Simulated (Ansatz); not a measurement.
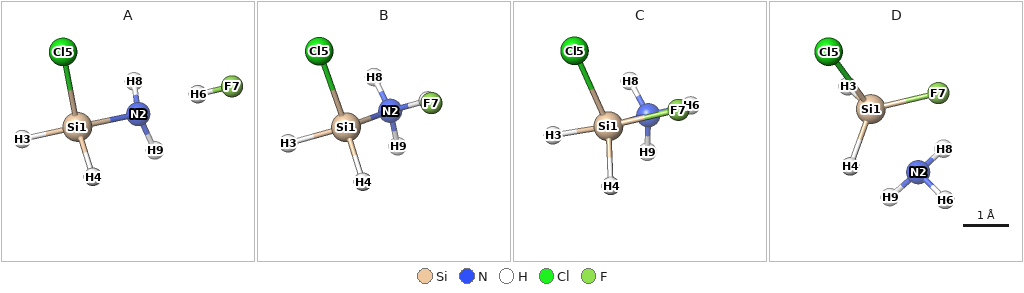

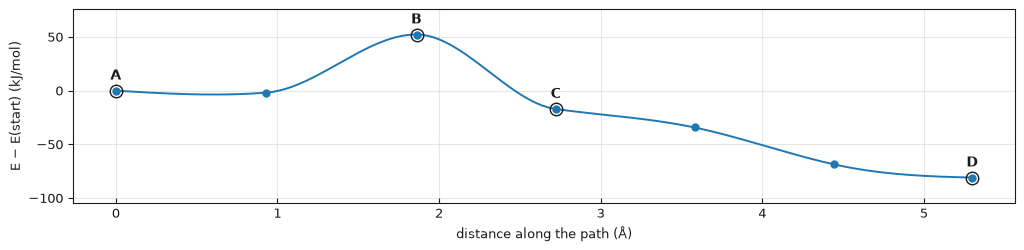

A nudged-elastic-band calculation for SiNH₅ClF. Images are numbered from 0 (start) to 6 (end). Frames A to D are images 0, 2, 3, 6. A ball-and-stick model, seen from a free direction.

Computed with RKS PBE0-D4/def2-SVP (Ansatz).

Input
```yaml
crystal:
  periodic: [false, false, false]
  atoms:
    - {symbol: Si, position_ang: [-0.773472, -0.662079, -0.482231]}
    - {symbol: N, position_ang: [0.804074, -0.055586, -0.073147]}
    - {symbol: H, position_ang: [-0.768906, -1.658211, -1.579500]}
    - {symbol: H, position_ang: [-1.348538, -1.232720, 0.753134]}
    - {symbol: Cl, position_ang: [-1.882835, 0.921713, -1.133464]}
    - {symbol: H, position_ang: [0.645473, 1.198075, 1.107463]}
    - {symbol: F, position_ang: [0.590791, 1.836286, 1.808577]}
    - {symbol: H, position_ang: [1.334487, 0.355846, -0.831322]}
    - {symbol: H, position_ang: [1.398926, -0.703222, 0.430388]}
basis:
  gaussian: {orbitals: def2-SVP}
hamiltonian: {xc: pbe0, dispersion: d4}
neb:
  images: 5
  climbing: true
  max_iterations: 40
  initial_path: idpp
  final_atoms:
    - {symbol: Si, position_ang: [-0.984979, 0.083706, -0.180197]}
    - {symbol: N, position_ang: [1.281125, -0.175199, 0.223830]}
    - {symbol: H, position_ang: [-0.552470, -0.426907, -1.494429]}
    - {symbol: H, position_ang: [-1.039565, -0.819175, 0.984637]}
    - {symbol: Cl, position_ang: [-3.035988, 0.335268, -0.543281]}
    - {symbol: H, position_ang: [1.503369, 0.143025, 1.160525]}
    - {symbol: F, position_ang: [-0.580253, 1.603721, 0.139832]}
    - {symbol: H, position_ang: [1.814880, 0.391137, -0.426083]}
    - {symbol: H, position_ang: [1.593880, -1.135477, 0.135067]}
```

Command:
```bash
ansatz run in.yaml --threads 4 --pin off --events-out ev --progress --plain --max-ram 9574MiB
```

Describe the mechanism and the energy profile.

Answer. Forward barrier 52.3 kJ/mol, backward barrier 133.2 kJ/mol, with image 2 at the top; the reaction energy is −80.9 kJ/mol. Breaking: H6–F7 (0.95 → 1.18 at the top → 2.74 Å), Si1–N2 (1.74 → 1.86 at the top → 2.32 Å). Forming: N2–H6 (1.73 → 1.24 at the top → 1.01 Å), Si1–F7 (3.65 → 2.07 at the top → 1.61 Å). The band converged in 18 iterations. The largest component of the band force went from 4.7 to 0.036 eV/Å. The climbing image converged on the top of the path. Its curvatures weren't checked. The largest force component is 0.27 eV/Å at the start and 0.78 eV/Å at the end; an end with forces this large is no minimum, and the barrier measured from it can be far off.

The run took 2 min on 4 threads of Arm Neoverse V1 (shared host).
